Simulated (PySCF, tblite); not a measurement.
# C₃H₅ClS+ (doublet): geometry, infrared bands and EPR parameters

What infrared bands and EPR parameters should C₃H₅ClS+ (doublet) (`C=C(Cl)[S+]C`) show?

The runs use tblite 0.8.0 and PySCF 2.14.0, with density-fitted response routines of our own; the level of theory stands in each step. All values are computed, except where a source is named. Atoms are numbered from 0 throughout.

### Step 1. The starting structure

10 atoms, charge 1, multiplicity 2; geometry from: force field or distance geometry start.

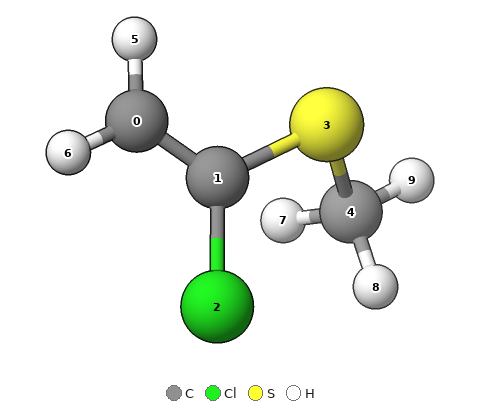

As it starts; carbon grey, chlorine green, sulfur yellow, hydrogen white, atoms numbered.

### Step 2. Optimising the geometry with GFN2-xTB

The job: settings as JSON, then the geometry in Å.

```
{"job": {"kind": "relax", "xc": "GFN2-xTB", "basis": "xTB"}, "charge": 1, "multiplicity": 2}
C     -2.032100    -0.071300     0.235500
C     -0.801200    -0.332700     0.634900
Cl    -0.308700    -1.984200     0.890400
S      0.315900     0.945000     0.989100
C      1.760300     0.411300     0.055100
H     -2.392000     0.949500     0.092800
H     -2.751400    -0.859300     0.031100
H      1.495400     0.212500    -0.987200
H      2.222800    -0.480500     0.489500
H      2.500000     1.214400     0.061300
```

The run is started by

```bash
OMP_NUM_THREADS=1 python probes_run.py task.json out
```

The driver reads the jobs from task.json and runs them one after another.

The program printed:

```text
step      E/eV     max force
  0    -441.89340    1.655
  1    -441.92879    0.918
  2    -441.94483    0.349
  3    -441.95354    0.297
  4    -441.95914    0.312
  5    -441.96586    0.296
  6    -441.97003    0.215
  7    -441.97388    0.179
  8    -441.97855    0.273
  9    -441.98513    0.322
 10    -441.99193    0.324
 11    -441.99852    0.267
 12    -442.00558    0.260
 13    -442.01505    0.297
 14    -442.02844    0.347
 15    -442.04032    0.303
 16    -442.04865    0.316
 17    -442.05608    0.293
 18    -442.06490    0.376
 19    -442.07880    0.502
 20    -442.09614    0.428
 21    -442.10838    0.509
 22    -442.12208    0.283
 23    -442.12905    0.245
 24    -442.13711    0.262
 25    -442.14100    0.202
 26    -442.14603    0.148
 27    -442.14805    0.124
 28    -442.14982    0.173
 29    -442.15173    0.202
 30    -442.15383    0.143
 31    -442.15492    0.072
 32    -442.15536    0.059
 33    -442.15589    0.091
 34    -442.15674    0.129
 35    -442.15763    0.114
 36    -442.15819    0.061
 37    -442.15848    0.055
 38    -442.15871    0.045
 39    -442.15895    0.048
 40    -442.15911    0.036
 41    -442.15919    0.022
 42    -442.15926    0.023
 43    -442.15936    0.033
 44    -442.15950    0.049
 45    -442.15968    0.052
 46    -442.15984    0.040
 47    -442.15996    0.025
 48    -442.16003    0.020
 49    -442.16008    0.020
 50    -442.16013    0.021
 51    -442.16019    0.025
 52    -442.16028    0.033
 53    -442.16036    0.035
 54    -442.16046    0.033
 55    -442.16059    0.037
 56    -442.16079    0.053
 57    -442.16108    0.058
 58    -442.16136    0.040
 59    -442.16156    0.034
 60    -442.16168    0.035
 61    -442.16180    0.036
 62    -442.16192    0.029
 63    -442.16199    0.018
 64    -442.16202    0.014
 65    -442.16205    0.017
 66    -442.16208    0.021
 67    -442.16212    0.018
 68    -442.16215    0.014
 69    -442.16216    0.011
 70    -442.16218    0.011
 71    -442.16220    0.013
 72    -442.16222    0.010
```

It took 0.36 s on 1 thread of Arm Neoverse V1, shared host.

The steps of the relaxation: (not every step is listed)

```
step  energy from step 0 (eV)  largest force (eV/Å)
   0                   0.0000                1.6554
   1                  -0.0354                0.9179
   2                  -0.0514                0.3493
   3                  -0.0601                0.2967
   4                  -0.0657                0.3122
   5                  -0.0725                0.2963
   6                  -0.0766                0.2151
   7                  -0.0805                0.1791
   8                  -0.0851                0.2727
  13                  -0.1216                0.2970
  18                  -0.1715                0.3764
  23                  -0.2357                0.2449
  28                  -0.2564                0.1728
  33                  -0.2625                0.0912
  38                  -0.2653                0.0454
  43                  -0.2660                0.0333
  48                  -0.2666                0.0195
  53                  -0.2670                0.0351
  58                  -0.2680                0.0405
  63                  -0.2686                0.0183
  67                  -0.2687                0.0179
  68                  -0.2688                0.0137
  69                  -0.2688                0.0112
  70                  -0.2688                0.0112
  71                  -0.2688                0.0127
  72                  -0.2688                0.0095
```

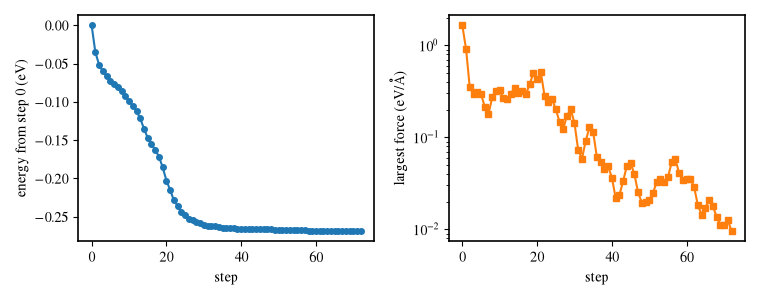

Energy and force, step by step.

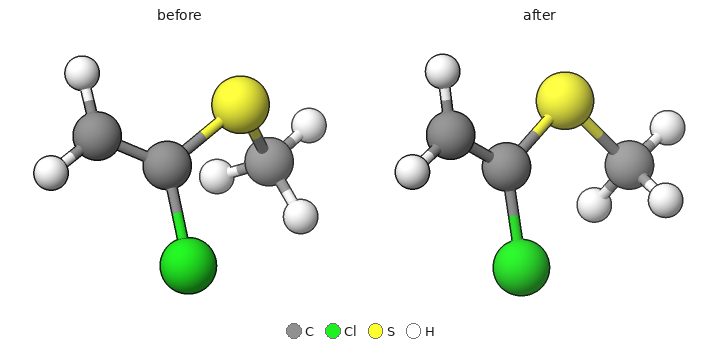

The geometry before (left) and after (right).

Distances of close pairs at the start and the end, largest changes first:

```
  bond  before (Å)  after (Å)  change (Å)
 C0–C1       1.320      1.351      +0.031
C1–Cl2       1.742      1.711      -0.031
 C1–S3       1.734      1.756      +0.022
 S3–C4       1.801      1.783      -0.018
 C0–H5       1.092      1.079      -0.013
 C0–H6       1.086      1.079      -0.007
 C4–H8       1.094      1.089      -0.005
 C4–H7       1.094      1.089      -0.004
```

The end geometry stands in the next job.

### Step 3. Infrared spectrum with GFN2-xTB

The job: settings as JSON, then the geometry in Å.

```
{"job": {"kind": "ir", "xc": "GFN2-xTB", "basis": "xTB"}, "charge": 1, "multiplicity": 2}
C     -2.164210    -0.083374     0.405918
C     -0.835554    -0.303111     0.293924
Cl    -0.173023    -1.874577     0.153730
S      0.223725     1.096973     0.297210
C      1.851335     0.388548     0.133213
H     -2.554688     0.918371     0.495488
H     -2.878049    -0.892900     0.411565
H      1.917180    -0.179815    -0.793688
H      2.055182    -0.272901     0.974396
H      2.566984     1.207440     0.120770
```

The program printed:

```text
mode    cm-1     km/mol
  1      90.7      3.39
  2     137.0      2.52
  3     198.8      3.52
  4     325.3      0.22
  5     329.5      0.04
  6     414.2      4.97
  7     545.3      0.05
  8     566.6      1.43
  9     740.0      1.14
 10     757.7     35.76
 11     875.2      0.49
 12     895.3     41.76
 13     930.1     13.13
 14    1025.9     10.79
 15    1300.3     28.46
 16    1312.6     63.83
 17    1365.6      9.18
 18    1370.6     35.89
 19    1469.6     36.77
 20    3007.7     12.10
 21    3010.4     42.83
 22    3052.3     19.77
 23    3079.6     70.52
 24    3117.2     10.00
```

Run time: 0.23 s. Hardware: 1 thread of Arm Neoverse V1, shared host.

Which atoms move in the most intense modes:

```
cm⁻¹  km/mol                               atoms
 758    35.8                    C4 51 %, S3 34 %
 895    41.8           H6 38 %, H5 34 %, C0 24 %
1300    28.5  H8 30 %, H7 30 %, H9 25 %, C4 13 %
1313    63.8           H5 40 %, H6 39 %, C1 18 %
1371    35.9           H9 55 %, H8 20 %, H7 19 %
1470    36.8                    C0 46 %, C1 38 %
3010    42.8                    H7 60 %, H8 35 %
3080    70.5                    H6 49 %, H5 46 %
```

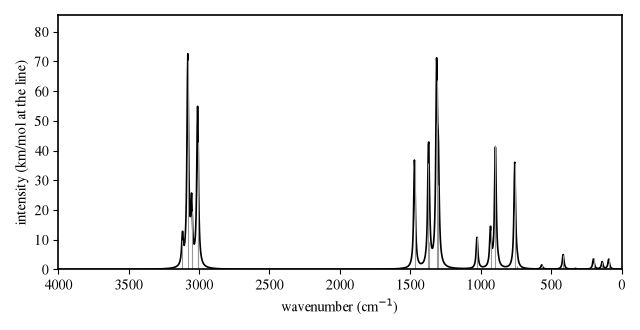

The infrared spectrum from these modes, unscaled. Lines are broadened to a width of 14 cm⁻¹ (Lorentzian).

### Step 4. EPR parameters: B3LYP/pcH-1

The job, as its differences from that of step 3:

```diff
@@ -1,2 +1,2 @@
-{"job": {"kind": "ir", "xc": "GFN2-xTB", "basis": "xTB"}, "charge": 1, "multiplicity": 2}
+{"job": {"kind": "epr", "basis": "pcH-1"}, "charge": 1, "multiplicity": 2}
 C     -2.164210    -0.083374     0.405918
```

With the program's defaults for keys left out, this is: UKS B3LYP, pcH-1 on C Cl H S, non-relativistic, mean-field spin-orbit, GIAO.

The program printed:

```text
UKS, coarse grid
  cycle   1  E = -975.35641434  |g| = 3.27e-01
  cycle   2  E = -975.27387879  |g| = 5.06e-01
  cycle   3  E = -975.40007005  |g| = 6.90e-02
  cycle   4  E = -975.40196674  |g| = 2.19e-02
  cycle   5  E = -975.40218945  |g| = 7.70e-03
  cycle   6  E = -975.40223197  |g| = 3.76e-03
  cycle   7  E = -975.40224419  |g| = 2.49e-03
  cycle   8  E = -975.40224953  |g| = 9.10e-04
UKS, final grid
  cycle   1  E = -975.40229448  |g| = 1.55e-03
  cycle   2  E = -975.40229023  |g| = 3.11e-03
  cycle   3  E = -975.40229598  |g| = 2.00e-04
  cycle   4  E = -975.40229601  |g| = 9.24e-05
  cycle   5  E = -975.40229602  |g| = 7.79e-05
  cycle   6  E = -975.40229603  |g| = 1.26e-05
E = -975.40229603 Eh   <S^2> = 0.7646 (exact 0.7500)
g shifts (ppm)      1          2          3
  rmc          -209       -209       -209
  gc             -5         43         47
  oz_so          24      12452      18311
  total        -190      12286      18150
hyperfine (MHz)  atom isotope    a_iso     a_fc   dipolar eigenvalues
    0   13C      40.41      40.67    -42.11    -41.45     83.56
    1   13C     -29.85     -30.31     -1.27     -1.26      2.54
    2  35Cl       1.79       1.10     -7.65     -6.63     14.28
    3   33S      22.59      22.44    -54.89    -51.97    106.86
    4   13C      -9.52      -9.73     -3.00     -2.02      5.02
    5    1H     -33.57     -33.56    -16.96     -3.40     20.36
    6    1H     -35.39     -35.37    -19.56     -2.60     22.16
    7    1H      63.30      63.29     -3.69     -1.38      5.07
    8    1H      64.24      64.23     -3.69     -1.40      5.09
    9    1H      -0.86      -0.93     -2.23     -2.14      4.36
```

Run time: 33 s. Hardware: 1 thread of Arm Neoverse V1, shared host; peak memory 0.6 GiB.

Principal g values 2.00213, 2.01461, 2.02047; g(iso) = 2.01240, against 2.00232 for a free electron.

Mean a(iso) over the nuclei that a row names, and the largest dipolar term of the row (other rows stand at the frozen geometry):

```
    nuclei  isotope  a(iso) (MHz)  a(iso) (G, at g = 2.0023)  largest dipolar term (MHz)
H7, H8, H9       1H          42.2                       15.1                         5.1
        C0      13C          40.4                       14.4                        83.6
        H6       1H         -35.4                      -12.6                        22.2
        H5       1H         -33.6                      -12.0                        20.4
        C1      13C         -29.9                      -10.7                         2.5
        S3      33S          22.6                        8.1                       106.9
        C4      13C          -9.5                       -3.4                         5.0
       Cl2     35Cl           1.8                        0.6                        14.3
```

Mulliken spin populations:

```
atom  value (e)
  C0       0.52
  C1      -0.07
 Cl2       0.04
  S3       0.53
  C4      -0.02
  H5      -0.02
  H6      -0.02
  H7       0.02
  H8       0.02
  H9       0.00
```

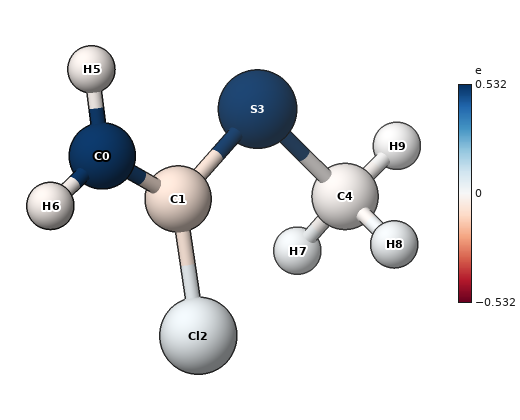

Mulliken spin populations, as colours on the atoms.

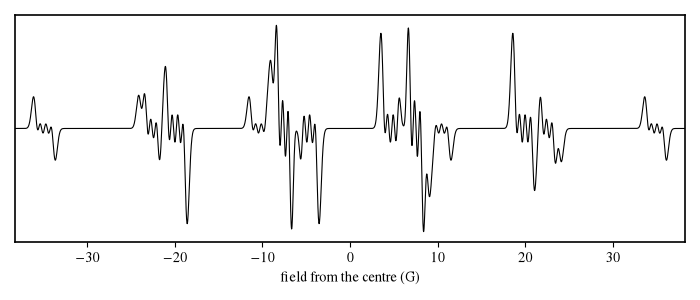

First-order isotropic spectrum (first derivative, main isotopes with spin only, couplings over 0.8 MHz, Gaussian width 0.3 G; couplings of the frozen geometry, rotation of groups not averaged beyond the rows shown).

The fields below are evaluated on a grid from the run's orbitals.

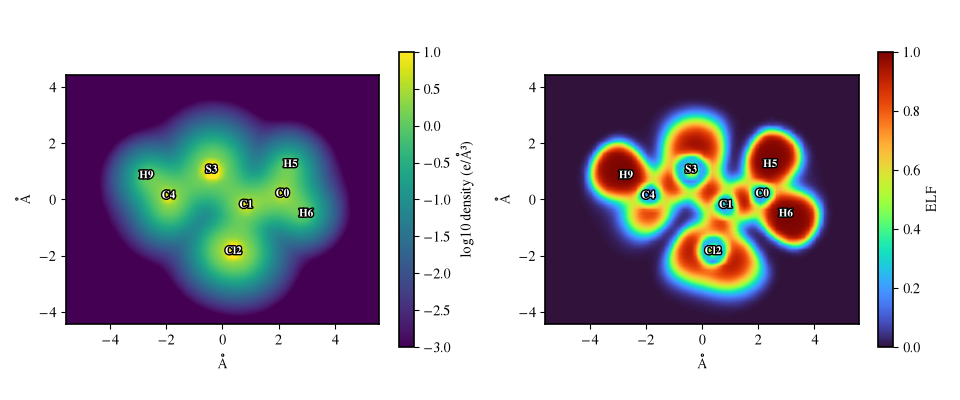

Density (left) and ELF (right) in a plane through or near 8 of the atoms.

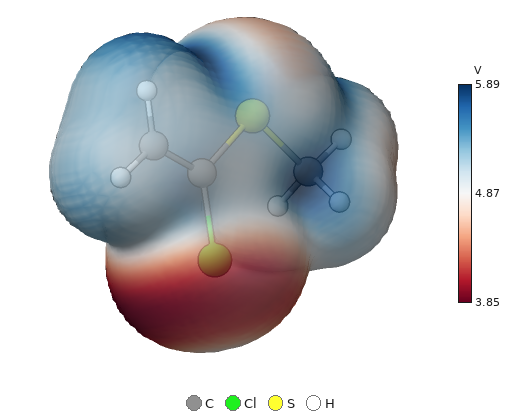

The potential that a unit positive charge feels on the 0.002 e/bohr³ surface, from the 1st to the 99th percentile, from 3.85 V near Cl2 to 5.89 V near H5.

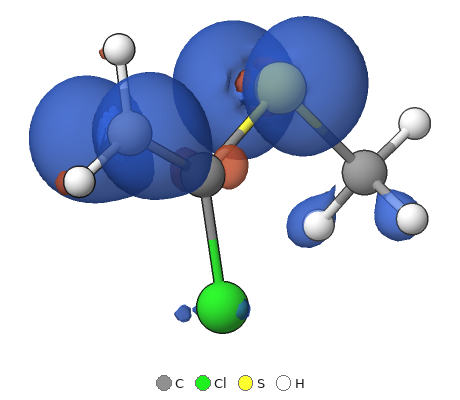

Spin density at ±0.03 e/Å³ (alpha excess blue, beta excess red).

### Step 5. What came out

| quantity | value |
| --- | --- |
| strongest single infrared mode (GFN2-xTB) | 3080 cm⁻¹, 71 km/mol |
| zero-point energy (GFN2-xTB) | 42.8 kcal/mol |
| g(iso) (B3LYP) | 2.01240 |
| ⟨S²⟩ | 0.765 (exact 0.75) |
| largest a(iso) (averaged by class) | 1H on H7, H8, H9, 42.2 MHz |

**Reading.** Relaxing lowered the energy by 0.269 eV in 72 steps; the close pair that moved most is C0–C1, from 1.320 to 1.351 Å. All 24 modes are real, so the xTB geometry is a minimum. The strongest single mode, at 3080 cm⁻¹, moves mainly H6 and H5. Unscaled tight-binding wavenumbers are off by several per cent, some by more. Its intensities can rank the bands wrongly. The largest spin populations lie on S3 (0.53 e), C0 (0.52 e). The isotropic g lies 10.1 ppt above the free-electron value.
